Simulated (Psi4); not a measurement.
**CCSD(T)/def2-TZVP (sweep point 8) run of H2O (water)**

What is the energy change on altering one bond length of H2O (water) at CCSD(T)/def2-TZVP (sweep point 8)? 

The calculation is run with Psi4 1.11.

**1. Starting point**

H2O has 3 atoms, charge 0, and is taken as a singlet. As SMILES, `O`. Geometry: relaxed at PBE0-D4/def2-TZVP.

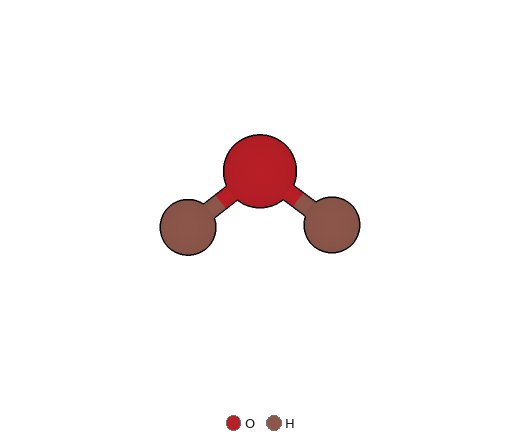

Viewed from a chosen angle; oxygen red, hydrogen brown.

**2. A single-point energy at CCSD(T)/def2-TZVP (sweep point 8)**

Input file calc.inp:

```
memory 1600 MB

molecule molecule1 {
  0 1
  O     -0.302700     0.200200    -0.140600
  H      0.466500     0.548400     0.315300
  H     -0.163800    -0.748600    -0.174700
  symmetry c1
}

set {
  reference rhf
  puream true
  scf_type pk
  num_frozen_docc 1
}

e = energy('ccsd(t)/def2-TZVP')
```

The run is started by

```
$ psi4 calc.inp calc.out -n 1
```

calc.out, shortened:

```text
[...]
  Running in c1 symmetry.
[...]
  Nuclear repulsion =    9.171300754468179
[...]
  Multiplicity = 1
[...]
  Nalpha       = 5
  Nbeta        = 5
[...]
    Number of basis functions: 43
[...]
   @RHF iter   1:   -75.97876368064246   -4.77000e-01   1.05837e-02 ADIIS/DIIS
[...]
   @RHF iter  10:   -76.05892203137930   -2.60059e-12   4.24695e-09 DIIS
[...]
    Orbital Energies [Eh]
    ---------------------
    Doubly Occupied:
       1A    -20.559878     2A     -1.348174     3A     -0.714556
       4A     -0.579802     5A     -0.507695
[...]
  @RHF Final Energy:   -76.05892203137930
   => Energetics <=
    Nuclear Repulsion Energy =              9.1713007544681791
    One-Electron Energy =                -123.0402364243569338
    Two-Electron Energy =                  37.8100136385094459
    Total Energy =                        -76.0589220313793106
[...]
 Multipole Moments:
 ------------------------------------------------------------------------------------
     Multipole            Electronic (a.u.)      Nuclear  (a.u.)        Total (a.u.)
 ------------------------------------------------------------------------------------
 L = 1.  Multiply by 2.5417464519 to convert [e a0] to [Debye]
 Dipole X            :         -0.1074858            0.8318109            0.7243251
 Dipole Y            :          0.0649102           -0.5024246           -0.4375144
 Dipole Z            :         -0.0000000            0.0000000           -0.0000000
 Magnitude           :                                                    0.8462067
[...]
      * MP2 total energy                      =  -76.313039835279000
[...]
      * CCSD total energy                     =  -76.319657118899087
[...]
      * CCSD(T) total energy                  =  -76.326604439055998
[...]
```

Run time: 3.6 s. Hardware: 1 thread of Intel Xeon Platinum 8488C (Sapphire Rapids), shared host; peak memory 0.23 GiB.

**3. The distorted shape**

Input file input.in:

```
memory 1600 MB

molecule molecule1 {
  0 1
  O     -0.330477     0.389937    -0.133781
  H      0.438723     0.738137     0.322119
  H     -0.163800    -0.748600    -0.174700
  symmetry c1
}

set globals {
  basis           def2-TZVP
  puream          true
  scf_type        pk
  num_frozen_docc 1
}

e, wfn = energy('ccsd(t)', return_wfn=True)
```

The run is started by

```
$ psi4 input.in input.out -n 1
```

input.out, shortened:

```text
[...]
  Running in c1 symmetry.
[...]
  Nuclear repulsion =    8.403692091044611
[...]
  Multiplicity = 1
[...]
  Nalpha       = 5
  Nbeta        = 5
[...]
    Number of basis functions: 43
[...]
   @RHF iter   1:   -75.93713778824528   -5.57370e-01   1.07339e-02 ADIIS/DIIS
[...]
   @RHF iter  11:   -76.02787941621324   -4.83169e-13   3.20781e-09 DIIS
[...]
    Orbital Energies [Eh]
    ---------------------
    Doubly Occupied:
       1A    -20.574510     2A     -1.311677     3A     -0.670299
       4A     -0.557896     5A     -0.502006
[...]
  @RHF Final Energy:   -76.02787941621324
   => Energetics <=
    Nuclear Repulsion Energy =              8.4036920910446113
    One-Electron Energy =                -121.6303677288606906
    Two-Electron Energy =                  37.1987962216028194
    Total Energy =                        -76.0278794162132527
[...]
 Multipole Moments:
 ------------------------------------------------------------------------------------
     Multipole            Electronic (a.u.)      Nuclear  (a.u.)        Total (a.u.)
 ------------------------------------------------------------------------------------
 L = 1.  Multiply by 2.5417464519 to convert [e a0] to [Debye]
 Dipole X            :         -0.1273879            0.8494489            0.7220609
 Dipole Y            :          0.1645496           -0.6611468           -0.4965972
 Dipole Z            :          0.0000000           -0.0000000            0.0000000
 Magnitude           :                                                    0.8763451
[...]
      * MP2 total energy                      =  -76.289617982754265
[...]
      * CCSD total energy                     =  -76.295986782108926
[...]
      * CCSD(T) total energy                  =  -76.303809472074121
[...]
```

Run time: 3.9 s. Hardware: 1 thread of Intel Xeon Platinum 8488C (Sapphire Rapids), shared host; peak memory 0.23 GiB.

**4. Results**

Level: CCSD(T)/def2-TZVP (sweep point 8), 1 core orbital frozen.

```
                                                         quantity         value
                                        first shape: total energy  -76.32660 Eh
                 first shape: HOMO energy (Hartree–Fock orbitals)     -13.82 eV
                 first shape: LUMO energy (Hartree–Fock orbitals)       3.47 eV
               first shape: HOMO–LUMO gap (Hartree–Fock orbitals)      17.29 eV
          first shape: correlation energy (1 core orbital frozen)    -267.7 mEh
                                      first shape: (T) correction     -6.95 mEh
                                       first shape: T1 diagnostic         0.007
                                    distorted shape: total energy  -76.30381 Eh
             distorted shape: HOMO energy (Hartree–Fock orbitals)     -13.66 eV
             distorted shape: LUMO energy (Hartree–Fock orbitals)       3.03 eV
           distorted shape: HOMO–LUMO gap (Hartree–Fock orbitals)      16.69 eV
      distorted shape: correlation energy (1 core orbital frozen)    -275.9 mEh
                                  distorted shape: (T) correction     -7.82 mEh
                                   distorted shape: T1 diagnostic         0.009
energy change with the O1–H3 bond stretched from 0.960 to 1.151 Å      0.620 eV
```

With the O1–H3 bond stretched from 0.960 to 1.151 Å the energy rises by 0.62 eV (59.8 kJ/mol). The first shape isn't relaxed at this level, so the change isn't measured from a minimum. The triples (first shape) make up 2.6 % of the correlation energy. The triples (distorted shape) make up 2.8 % of the correlation energy.
